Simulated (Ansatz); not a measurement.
## Electronic structure of C₂H₅BGe in real space

The calculation's input:

```
crystal:
  periodic: [false, false, false]
  atoms:
    - {symbol: B, position_ang: [-0.758974, 0.858241, -0.544819]}
    - {symbol: C, position_ang: [0.757781, 0.767748, -0.666732]}
    - {symbol: C, position_ang: [1.027783, -0.157718, 0.292848]}
    - {symbol: Ge, position_ang: [-0.770785, -0.961800, 0.434463]}
    - {symbol: H, position_ang: [-1.478228, 1.802192, -0.666044]}
    - {symbol: H, position_ang: [1.498971, 1.413418, -1.133639]}
    - {symbol: H, position_ang: [1.983397, -0.268663, 0.806158]}
    - {symbol: H, position_ang: [-0.842958, -2.260682, -0.384903]}
    - {symbol: H, position_ang: [-1.328386, -1.239237, 1.845568]}
basis:
  gaussian: {orbitals: def2-TZVPP}
hamiltonian: {xc: pbe0, dispersion: d4}
output: {orbitals: {seedname: orbitals}}
```

Command:

```sh
ansatz run in.yaml --threads 2 --pin off --events-out ev --progress --plain --max-ram 4352MiB
```

Geometry: PBE0-D4/def2-TZVP.

Method: Ansatz 0.2.0, RKS PBE0-D4/def2-TZVPP.

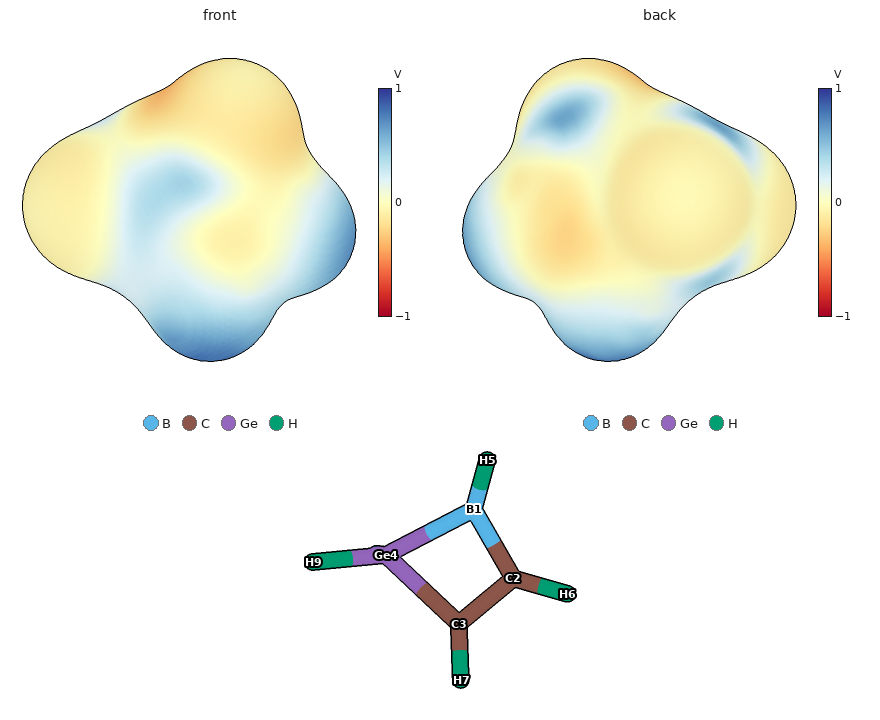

Figure 1. The molecular electrostatic potential painted on the density surface at 0.001 e/bohr³, seen from the front and from behind; red is negative and blue positive. The bare structure is drawn below in the same view.

Q: Describe the electrostatic potential map.

A: The most negative region (about −0.3 V, or −7 kcal/mol for a unit charge) lies over H5, the most positive (about +0.8 V, or +18 kcal/mol for a unit charge) over H7.

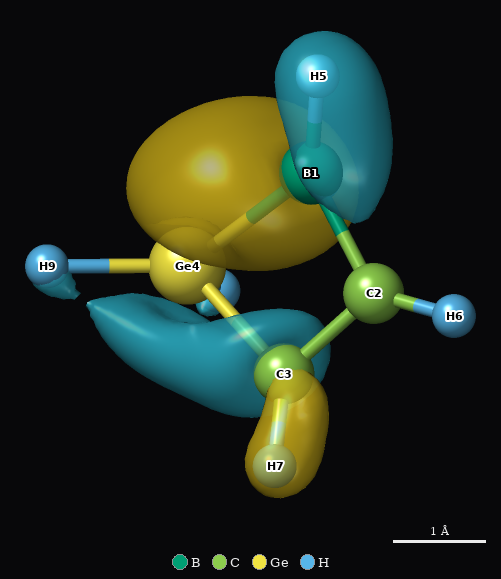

Figure 2. The HOMO at ±0.15 Å⁻³ᐟ² (yellow and cyan are the two phases), seen at an oblique angle.

Q: Where does this orbital lie, and at what energy?

A: It lies mainly on Ge4 (about 40 %), B1 (about 30 %), C3 (about 10 %) and H5 (about 5 %). Its energy is −7.49 eV.

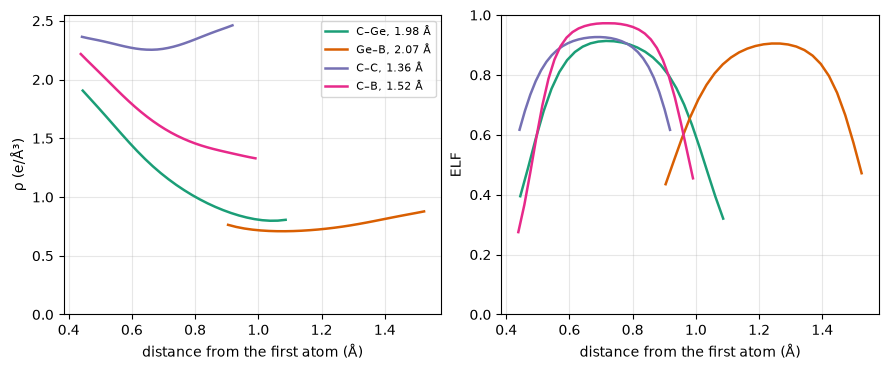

Figure 3. Electron density and ELF along straight lines between neighbouring atoms. The curves leave out the atomic cores.

Q: What can be read from the curves?

A: C–Ge (1.98 Å): ρ is about 0.81 e/Å³ halfway; the ELF peaks at about 0.90 in the valence shell of C, 0.7 Å from its nucleus, and is about 0.65 at the midpoint.
Ge–B (2.07 Å): ρ at the midpoint is about 0.71 e/Å³; the ELF peaks at about 0.90 between the atoms (a covalent bond).
C–C (1.36 Å): ρ is about 2.3 e/Å³ halfway; the ELF peaks at about 0.95 between the atoms; a covalent bond.
C–B (1.52 Å): ρ at the midpoint is about 1.5 e/Å³; the ELF peaks at about 1 between the atoms, as expected for localised, covalent bonding.

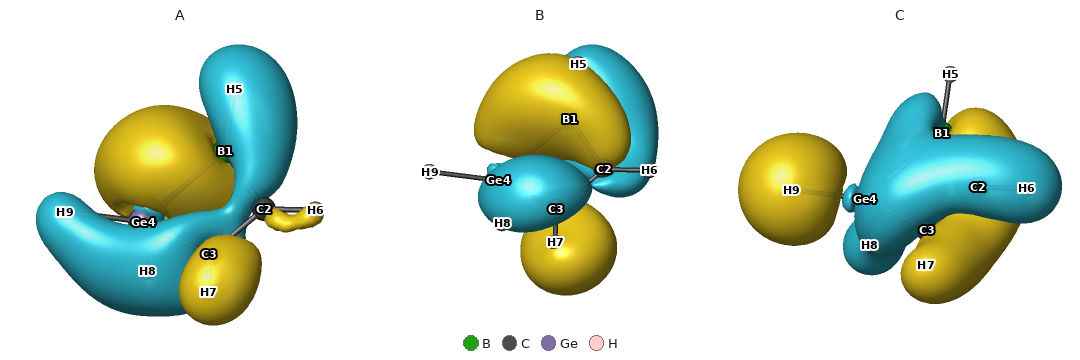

Figure 4. Three frontier orbitals at ±0.08 Å⁻³ᐟ² (yellow and cyan are the two phases), in no order.

Q: Which picture is the HOMO−1, the HOMO and the LUMO?

A: C is the HOMO−1 (−8.07 eV). By Hirshfeld shares it lies mainly on C2 (about 25 %), C3 (about 20 %), Ge4 (about 15 %), H9 (about 15 %) and B1 (about 10 %). A is the HOMO (−7.49 eV). By Hirshfeld shares it lies mainly on Ge4 (about 40 %), B1 (about 30 %), C3 (about 10 %) and H5 (about 5 %). B is the LUMO (−1.75 eV). It lies mainly on B1 (about 40 %), C3 (about 30 %), C2 (about 10 %) and Ge4 (about 10 %).

Q: What is the HOMO–LUMO gap?

A: 5.74 eV between the orbital energies.
